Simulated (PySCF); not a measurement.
# TiH4O4 (SMILES O[Ti](O)(O)O) at 6 levels

Wanted: a comparison of 6 runs (HF/STO-3G, HF/def2-SVP, B3LYP/6-31G*, B3LYP/pcseg-1, PBE0/def2-SVP, B3LYP/def2-TZVP) of TiH4O4. Input form: a Python script.

The calculation is run with PySCF 2.14.0.

**1. The structure to begin with**

TiH4O4 has 9 atoms, charge 0, and is taken as a singlet. SMILES: `O[Ti](O)(O)O`. Geometry: relaxed at PBE0-D4/def2-TZVP. This is one conformer, not always the lowest.

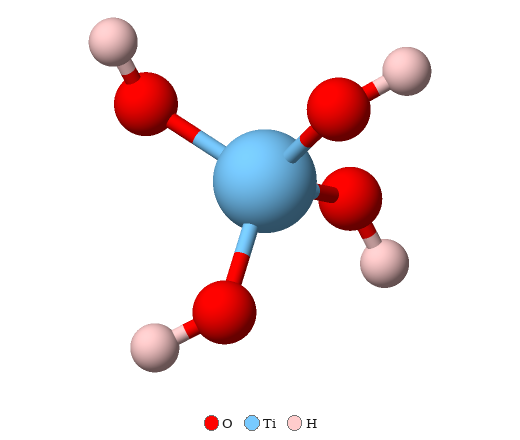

The structure, seen from a chosen angle (oxygen red, titanium blue, hydrogen pink).

**2. Energy and gradient at HF/STO-3G (run 1)**

job.py reads:

```python
import pyscf.grad
from pyscf import gto

molecule = gto.M(
    atom='''
O   -0.125250   1.268390  -1.272730
Ti   0.000070   0.000090  -0.000050
O    1.651710  -0.715310  -0.066120
O   -1.235630  -1.279200  -0.283830
O   -0.290490   0.726280   1.622320
H   -0.813470   1.413950  -1.922910
H    2.270980  -0.885970   0.644480
H   -1.123140  -2.176250  -0.600550
H   -0.334770   1.648010   1.879390
''',
    max_memory=1860,
    basis='sto-3g',
    verbose=4,
)

calc0 = molecule.RHF()
calc0.conv_tol = 1e-10
calc0.kernel()
if not calc0.converged:
    calc0 = calc0.newton().run(calc0.mo_coeff, calc0.mo_occ)

e_final = calc0.e_tot
print(f'total energy: {e_final:.8f} hartree')
grad = calc0.Gradients().kernel()
calc0.analyze()
```

Launch:

```bash
$ OMP_NUM_THREADS=1 python job.py
```

Log:

```text
PySCF version 2.14.0

[... 62 lines left out ...]
total energy: -1137.80739302 hartree
[... 17 lines left out ...]
DFT Exchange-Correlation Energy =      -75.830055820044436
[... 7 lines left out ...]
MO #6   energy= -20.1985441586806  occ= 2
[... 5 lines left out ...]
MO #12  energy= -1.9452018228779   occ= 2
[... 5 lines left out ...]
MO #18  energy= -0.562613999241828 occ= 2
[... 5 lines left out ...]
MO #24  energy= -0.396602791511411 occ= 2
[... 5 lines left out ...]
MO #30  energy= 0.36787956639417   occ= 0
[... 5 lines left out ...]
MO #36  energy= 0.634976600704791  occ= 0
[... 5 lines left out ...]
MO #42  energy= 0.910153741511776  occ= 0
[... 54 lines left out ...]
Dipole moment(X, Y, Z, Debye): -0.00130,  0.00025,  0.00161
```

It took 2.4 s on 1 thread of Arm Neoverse V2, shared host; peak memory 0.13 GiB.

**3. Energy and gradient at HF/def2-SVP (run 2)**

calc.py reads:

```python
# O[Ti](O)(O)O
from pyscf import gto

mol = gto.M(
    atom='''
O       -0.125250       1.268390      -1.272730
Ti       0.000070       0.000090      -0.000050
O        1.651710      -0.715310      -0.066120
O       -1.235630      -1.279200      -0.283830
O       -0.290490       0.726280       1.622320
H       -0.813470       1.413950      -1.922910
H        2.270980      -0.885970       0.644480
H       -1.123140      -2.176250      -0.600550
H       -0.334770       1.648010       1.879390
''',
    verbose=3,
    max_memory=1860,
    charge=0,
    basis='def2-svp',
)

calc0 = mol.RHF()
calc0.conv_tol = 1e-10
calc0.kernel()
if not calc0.converged:
    calc0 = calc0.newton().run(calc0.mo_coeff, calc0.mo_occ)

e_tot = calc0.e_tot
print('E = %.10f Eh' % e_tot)
grad = calc0.nuc_grad_method().kernel()
dip = calc0.dip_moment()
pop, q = calc0.mulliken_pop()
```

Launch:

```bash
$ OMP_NUM_THREADS=1 python calc.py
```

Log:

```text
converged SCF energy = -1150.02325117742
[... 9 lines left out ...]
Dipole moment(X, Y, Z, Debye): -0.00154,  0.00001,  0.00178
[... 117 lines left out ...]
charge of    8H =      0.22590
```

It took 11 s on 1 thread of Arm Neoverse V2, shared host; peak memory 0.27 GiB.

Runs 3 to 5 aren't shown in full; the table further down has their settings and results.

**4. Energy and gradient at B3LYP/def2-TZVP (run 6)**

calc.py reads:

```python
from pyscf import gto, dft

mol = gto.M(
    atom='''
O       -0.125250       1.268390      -1.272730
Ti       0.000070       0.000090      -0.000050
O        1.651710      -0.715310      -0.066120
O       -1.235630      -1.279200      -0.283830
O       -0.290490       0.726280       1.622320
H       -0.813470       1.413950      -1.922910
H        2.270980      -0.885970       0.644480
H       -1.123140      -2.176250      -0.600550
H       -0.334770       1.648010       1.879390
''',
    charge=0,
    basis='def2-tzvp',
    max_memory=1860,
    verbose=4,
)

myscf = dft.RKS(mol)
myscf.xc = 'b3lyp'
myscf.conv_tol = 1e-10
myscf.grids.level = 5
myscf.kernel()
if not myscf.converged:
    myscf = myscf.newton().run(myscf.mo_coeff, myscf.mo_occ)

e_tot = myscf.e_tot
print(f'total energy: {e_tot:.8f} hartree')
grad = myscf.nuc_grad_method().kernel()
myscf.analyze()
```

Launch:

```bash
$ OMP_NUM_THREADS=1 python calc.py
```

Log:

```text
PySCF version 2.14.0

[... 102 lines left out ...]
MO #1   energy= -178.911118773088  occ= 2
[... 23 lines left out ...]
MO #25  energy= -0.345652624087091 occ= 2
[... 23 lines left out ...]
MO #49  energy= 0.396738331313872  occ= 0
[... 23 lines left out ...]
MO #73  energy= 0.878089551593015  occ= 0
[... 23 lines left out ...]
MO #97  energy= 1.82849593582214   occ= 0
[... 23 lines left out ...]
MO #121 energy= 2.53336437993664   occ= 0
[... 23 lines left out ...]
MO #145 energy= 5.11898872772428   occ= 0
[... 23 lines left out ...]
MO #169 energy= 6.2153263516644    occ= 0
[... 23 lines left out ...]
MO #193 energy= 43.5210183973279   occ= 0
[... 205 lines left out ...]
Dipole moment(X, Y, Z, Debye): -0.00141, -0.00008,  0.00155
```

Wall time 2.4 min (1 thread of Arm Neoverse V2, shared host); peak memory 2.9 GiB.

**5. All runs side by side**

```
run                               level  Cartesian functions  integration grid   energy (Eh)  dipole moment (D)  HOMO energy (eV)  LUMO energy (eV)  wall time
  1                           HF/STO-3G                   no                 –  -1137.807393               0.00             -9.24             10.01      2.4 s
  2                         HF/def2-SVP                   no                 –  -1150.023251               0.00            -13.20              1.65       11 s
  3  B3LYP/6-31G* (Cartesian functions)                  yes                 5  -1152.927565               0.00             -8.19             -0.90       53 s
  4                       B3LYP/pcseg-1                   no                 5  -1152.852527               0.00             -8.60             -1.49       52 s
  5                       PBE0/def2-SVP                   no                 5  -1152.116496               0.00             -8.58             -0.87       45 s
  6                     B3LYP/def2-TZVP                   no                 5  -1153.154627               0.00             -8.68             -1.44    2.4 min
```

**6. What came out**

```
                       quantity           value
            run 6: total energy  -1153.15463 Eh
           run 6: dipole moment          0.00 D
             run 6: HOMO energy        -8.68 eV
             run 6: LUMO energy        -1.44 eV
           run 6: HOMO–LUMO gap         7.24 eV
run 6: largest force on an atom      0.291 eV/Å
```

What this shows: The HOMO–LUMO gap runs from 7.11 eV (B3LYP/pcseg-1) to 19.25 eV (HF/STO-3G). The two ends differ in method and basis. Totals of different functionals can't be ranked against each other. In run 1 the basis is minimal, so the values are rough. All runs together took 5.1 min, the longest 2.4 min.
